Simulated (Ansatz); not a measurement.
# Electron scattering at the Σ3 (112) boundary in bcc W, part 2 of 3

How much does the Σ3 (112) boundary in bcc W reflect electrons?

Ansatz 0.2.0; Ansatz plane-wave DFT, PBE, PAW files; relaxation of a bicrystal slab with its lowest layers held; PAW set soft_1 (the session's first sound run).

So far. Step 2 (Relaxing the bicrystal): The largest force component on a free atom ends at 0.017 eV/Å, under the tolerance of 0.03, after 6 steps.

## Step 3: Transmission across the boundary

This step: Ansatz plane-wave DFT, PBE, PAW files; ballistic transport by layer matching (Landauer), zero bias; boundary relaxed in a short slab, bulk layers laid on; PAW set soft_1 (Ansatz 0.2.0).

System of this step: Σ3 (112) boundary in bcc W. The cell holds 34 atoms: 34 W. Cell: a = 2.741 Å, b = 4.476 Å, c = 50.826 Å, α = 90.0°, β = 90.0°, γ = 90.0°. It derives from W. Regions: lower grain, 14 atoms (14 W); boundary, 9 atoms (9 W); upper grain, 11 atoms (11 W). Vacuum lies along c.

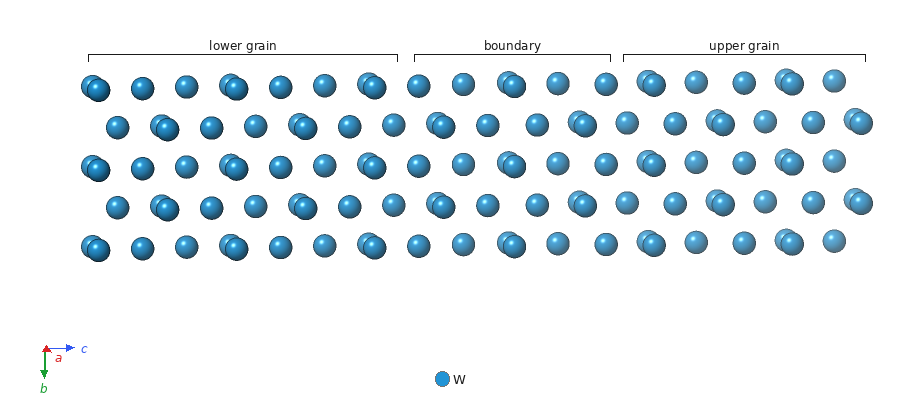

The cell of this step (tungsten blue). 1×2×1 cells are drawn. Some periodic images of atoms are drawn too.

Contents of input.yaml:

```yaml
crystal:
  lattice:
    - [2.7407971979, 0.0, 0.0]
    - [0.0, 4.4757030822, 0.0]
    - [0.0, 0.0, 50.8263903382]
  atoms:
    - { symbol: W, position: [-6.0000000002, -9.0, 0.0786992736] }
    - { symbol: W, position: [-5.6666666669, -8.5, 0.1041196149] }
    - { symbol: W, position: [-5.3333333335, -8.0, 0.1295399562] }
    - { symbol: W, position: [-5.0000000002, -7.5, 0.1549602975] }
    - { symbol: W, position: [-4.6666666669, -7.0, 0.1803806388] }
    - { symbol: W, position: [-4.3333333335, -6.5, 0.2058009801] }
    - { symbol: W, position: [-4.0000000002, -6.0, 0.2312213214] }
    - { symbol: W, position: [-3.6666666668, -5.5, 0.2566416627] }
    - { symbol: W, position: [-3.3333333335, -5.0, 0.2820620041] }
    - { symbol: W, position: [-3.0000000001, -4.5, 0.3074823454] }
    - { symbol: W, position: [-2.6666666668, -4.0, 0.3329026867] }
    - { symbol: W, position: [-2.3333333334, -3.5, 0.358323028] }
    - { symbol: W, position: [-2.0000000001, -3.0, 0.3837433693] }
    - { symbol: W, position: [-1.6666666667, -2.5, 0.4091637106] }
    - { symbol: W, position: [0.6666666666, 0.0, 0.4345840519] }
    - { symbol: W, position: [0.9953696424, 0.5, 0.4599886999] }
    - { symbol: W, position: [0.3328676394, 0.0, 0.4861374187] }
    - { symbol: W, position: [0.6609277686, 0.5, 0.5109494228] }
    - { symbol: W, position: [0.0076135323, 0.0, 0.5381488127] }
    - { symbol: W, position: [0.6586713798, 0.5, 0.5656227302] }
    - { symbol: W, position: [0.3321854731, 0.0, 0.5905819531] }
    - { symbol: W, position: [0.9888893911, 0.5, 0.6164756534] }
    - { symbol: W, position: [0.6617720442, 0.0, 0.641676972] }
    - { symbol: W, position: [-1.6715612892, -2.5, 0.6670973133] }
    - { symbol: W, position: [-2.0048946225, -3.0, 0.6925176546] }
    - { symbol: W, position: [-2.3382279559, -3.5, 0.7179379959] }
    - { symbol: W, position: [-2.6715612892, -4.0, 0.7433583373] }
    - { symbol: W, position: [-3.0048946226, -4.5, 0.7687786786] }
    - { symbol: W, position: [-3.3382279559, -5.0, 0.7941990199] }
    - { symbol: W, position: [-3.6715612893, -5.5, 0.8196193612] }
    - { symbol: W, position: [-4.0048946226, -6.0, 0.8450397025] }
    - { symbol: W, position: [-4.3382279559, -6.5, 0.8704600438] }
    - { symbol: W, position: [-4.6715612893, -7.0, 0.8958803851] }
    - { symbol: W, position: [-5.0048946226, -7.5, 0.9213007264] }
kpoints:
  mp_grid: { grid: [9, 6, 1] }
hamiltonian:
  xc: pbe
  pseudopotentials: { kind: paw, azcp: { folder: soft_1 } }
scf:
  occupations: { method: fermi_dirac, width: 0.1 }
output:
  transmission:
    leads: [[8, 9], [27, 28]]
    kmesh: [22, 14]
    e_range: [-0.1, 0.1]
    de: 0.05
  write_potential: true
  write_density: true
  volumetric_format: npy
  elf: true
```

On the command line:

```bash
$ ansatz run input.yaml --threads 8 --pin off --max-ram 15360MiB --backend cpu --events-out ev --progress --plain --runs-dir out
```

Numbers of over 12 decimals in the logs are rounded to 6 here.

Output:

```text
[...]
Crystal: 34 atoms, lattice volume = 623.487 Å³
Basis set: ecut = 420 eV, 12291 PW (Γ)
Bands: 286, of which v1, the nominal top of the filled ones, is band 238 counted from 1 (237 counted from 0)
Symmetry: 2 space group operations
[...]
k-points: 20 of 54 (time reversal used)
[...]
SCF iter   1: F=—  HF=-353125.420630 eV  |F-HF|=—  |Δ(HF+E_count)|=         —  Δρ=6.17e-2  dr2=3.06e2  ethr=3.10e-3  ⟨swp⟩=7.0  Hψ=23517  notcnv=0
[...]
SCF iter  12: F=-353115.446081 eV  HF=-353115.446081 eV  |F-HF|=1.63e-9  |Δ(HF+E_count)|=   3.91e-8  Δρ=8.21e-7  dr2=6.81e-9  ethr=2.10e-11  ⟨swp⟩=14.6  Hψ=17902  notcnv=0
SCF 1 converged in 12 iterations: F = -353115.446081 eV  dr2 = 6.81e-9
[...]
transmission: 441 of 4320 steps passed
transmission: 870 of 4320 steps passed
[...]
transmission: 4320 of 4320 steps passed
WARN: The output density's exchange-correlation potential varies sharply where the density is thin. Do not read a vacuum level from v_tot or v_xc, or from such a field of the output density. On a cell that repeats whose density bears no net charge and no dipole along the vacuum's axis use v_es (v_loc + v_h of the components); under efield.dipole_correction with no amplitude use v_es + v_field, which holds any externa [...]
SCF converged after 12 iterations
Free energy (F): -353115.446081 eV
[...]
Internal energy: -353114.891664 eV  (E = F + TS)
E sigma→0 (E₀):  -353115.168873 eV
Entropy (-TS):   -0.554417 eV (-16.306 meV/atom)
Fermi energy:    18.810696 eV
[...]
--- Band table (eV; the first three rows and the last of 20) ---
  k-point 0: bands = [... 234 lower, 17.9518, 18.0785, 18.1136, 18.3340, 18.4687, 18.5295, 18.6996, 18.8368, ... 44 higher]
  k-point 1: bands = [... 234 lower, 17.9914, 18.0578, 18.1581, 18.2060, 18.3628, 18.3723, 18.5885, 18.6154, ... 44 higher]
  k-point 2: bands = [... 234 lower, 18.5615, 18.6208, 18.7295, 18.7534, 18.9459, 19.0217, 19.2079, 19.3782, ... 44 higher]
  k-point 19: bands = [... 234 lower, 18.8099, 18.8599, 19.0902, 19.1212, 19.2333, 19.2421, 19.3140, 19.4139, ... 44 higher]
--- Transmission ---
  basis      : 107 plane waves across, 45 finite elements along
  points     : 96, standing for a mesh of 22 x 14
  energies   : 5 from -0.100000 to 0.100000 eV about the Fermi level, 0.050000 eV apart; the leads are filled to 0.000000 eV, and channels, transmission and decay are at 0.000000 eV
  crystal 0  : W2, at the sites [8, 9], period 2.5840 Å, over 19.38 Å; its Hamiltonian steps by up to 5.7 meV
    offset         : up to 0.0000 Å between an atom of the period and one for which it stands
    channels       : 1.428571e0 a spin
    conductance    : none, the energies end too early or step too widely for 300 K: set another output.transmission.e_range or a lower de, or, where they end at an eighth of basis.ecutwfc, a higher one
    slowest decay  : 0.0610 /Å at (0.2273, 0.2143)
[...]
channels       : 1.428571e0 a spin
[...]
slowest decay  : 0.0640 /Å at (0.2273, 0.2143)
  junction   : crystal 0 to crystal 1, 14.98 to 38.43 Å
    transmission   : 7.930674e-1 a spin
[...]
```

The job ended after 5.3 min (8 threads of Intel Xeon at 2.50GHz (Skylake/Cascade Lake), shared host; peak memory 8 GiB).

Numbers from this step:

```
free energy                                    : -353115.4461 eV
energy at zero smearing                        : -353115.1689 eV
Fermi energy                                   : 18.81 eV
cell area                                      : 12.27 Å²
transmission per spin nearest the Fermi level  : 0.7931
open channels per spin nearest the Fermi level : 1.429
open channels per spin, upper lead             : 1.429
step of the lead's potential                   : 5.7 meV
step of the upper lead's potential             : 16.7 meV
```

Per spin. Table of transmission, zone mean by energy, zero at the Fermi level:

```
energy (eV)  transmission, zone mean
    -0.1000                    0.805
    -0.0500                    0.794
     0.0000                    0.793
     0.0500                    0.785
     0.1000                    0.797
```

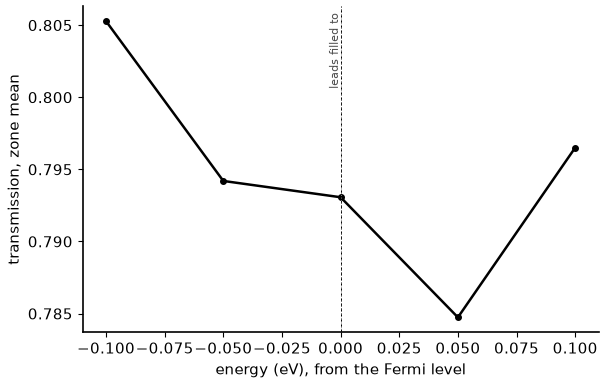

Transmission, zone mean against energy.

Per spin. Open channels, zone mean against energy, zero at the Fermi level:

```
energy (eV)  lead  upper lead
    -0.1000  1.44        1.42
    -0.0500  1.44        1.44
     0.0000  1.43        1.43
     0.0500  1.48        1.48
     0.1000  1.51        1.51
```

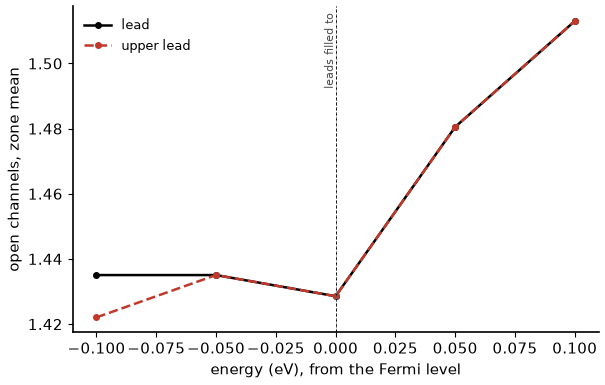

Open channels, zone mean against energy.

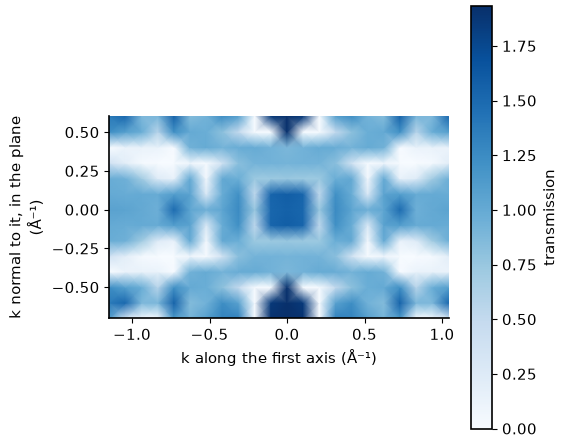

Transmission over k1 and k2. At 0.0000 eV from the Fermi level.

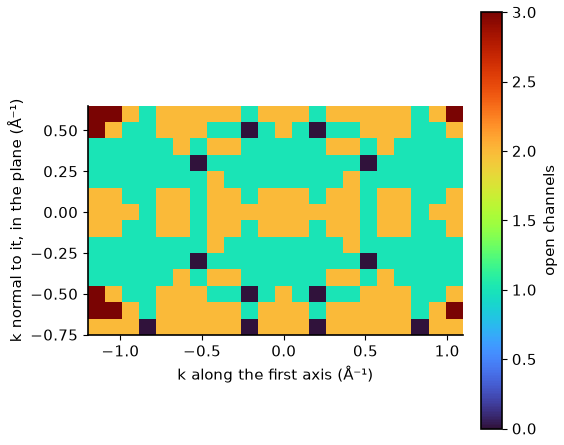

Open channels over k1 and k2. At 0.0000 eV from the Fermi level.

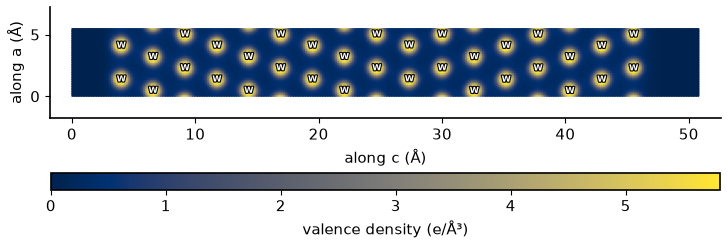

Valence density in the ca plane at fractional y = 0.000, with atoms of W within 0.2 Å of it. It is the smooth field of the valence electrons, not physical close to the nuclei. The map starts off the cell's origin, so that atoms lie inside it.

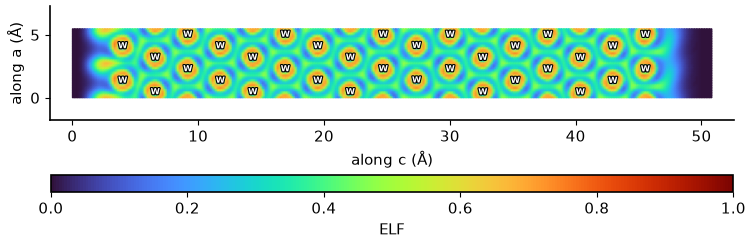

ELF in the ca plane at fractional y = 0.000, with atoms of W within 0.2 Å of it. It is the smooth field of the valence electrons, not physical close to the nuclei. The map starts off the cell's origin, so that atoms lie inside it.

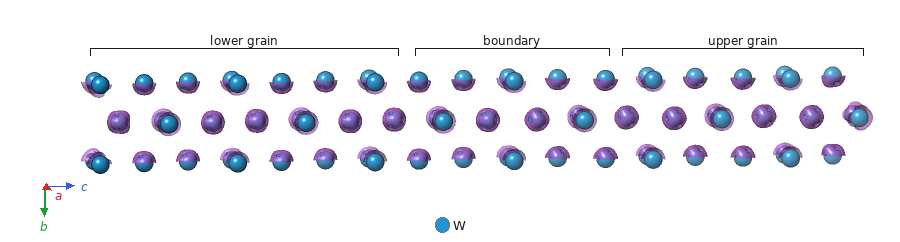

Surface of ELF = 0.67.

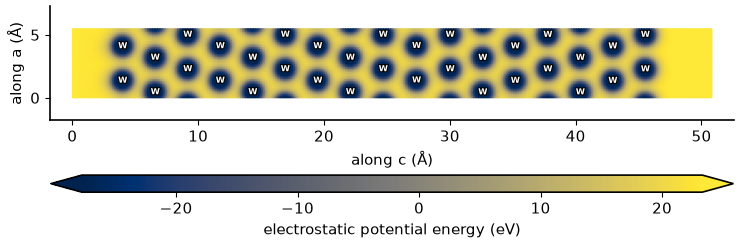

Electrostatic potential energy in the ca plane at fractional y = 0.000, with atoms of W within 0.2 Å of it. With pseudopotentials it is smooth inside the atoms' cores, unlike the true potential. The map starts off the cell's origin, so that atoms lie inside it.

Over the solved energies the transmission per spin lies between 0.785 and 0.805, out of 1.46 channels of the lead on average (up to 1.51).

## Step 4: Specific resistance

This step: Ansatz plane-wave DFT, PBE, PAW files; ballistic transport by layer matching (Landauer), zero bias; specific resistance of the boundary; PAW set soft_1 (Ansatz 0.2.0).

This step gave:

| Item | Value |
| --- | --- |
| area resistance | 0.9056 fΩ m² |
| T over the leads' mean channel count | 0.5454 |

Averaged over the energies near the Fermi level, 54.5 % of the channels pass, which makes 0.906 fΩ m².

By hand, with T and the leads' channels N averaged over the energies near the Fermi level: RA = A (h/2e²)(1/T − ½[1/N₁ + 1/N₂]) = 12.27×10⁻²⁰ m² × 12 906 Ω × (1/0.7948 − ½[1/1.458 + 1/1.456]) = 0.906 fΩ m².

[end of part 2 of 3]

[Logs are printed without paths, hosts, clocks, repeated set-up lines and the standing remarks that a program may print on its own settings, such as how far it seeks lower states.]

[Hosts, paths, dates, database ids (printed as entryN), source tags and the programs' standing remarks are cut or masked in the printed files.]
